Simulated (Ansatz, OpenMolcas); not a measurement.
# How basis sets differ on NH2 (SMILES [NH2])

NH2, doublet, SMILES `[NH2]`. Each level relaxes the structure for itself.

Each level gives the zero-point energy at each level's own minimum (kJ/mol). The values are calculated.

```json
{"level": "UHF/STO-3G", "kind": "Hartree–Fock", "program": "Ansatz", "value (kJ/mol)": "57.3"}
{"level": "UHF/3-21G", "kind": "Hartree–Fock", "program": "OpenMolcas", "value (kJ/mol)": "51.4"}
{"level": "UHF/6-31G* (Cartesian functions)", "kind": "Hartree–Fock", "program": "Ansatz", "value (kJ/mol)": "54.0"}
{"level": "UHF/cc-pVTZ", "kind": "Hartree–Fock", "program": "OpenMolcas", "value (kJ/mol)": "53.4"}
```

Harmonic and unscaled. The values span 51.4 to 57.3 kJ/mol.

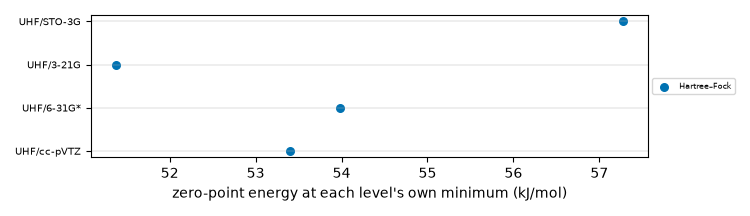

The values of the table, level by level.
